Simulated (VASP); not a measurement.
Band structure of Cd2SeS (space group P3m1). Computed with r2SCAN meta-GGA, VASP's PBE PAW potentials (set 64) (plane waves; VASP 6.6.1).

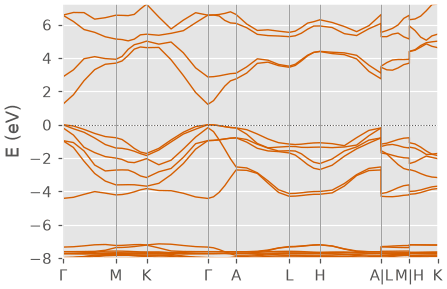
Bands along high-symmetry lines, zero at the valence-band maximum or, without a gap, the Fermi level

Task: Read the plot: is there a gap, and where are the band edges?

Result: The gap is direct, 1.22 eV, from the valence maximum at Γ to the conduction minimum at Γ.

The structure comes from a computed database's Cd2SeS entry (P3m1); how it stands against other phases isn't given here. It was relaxed first.
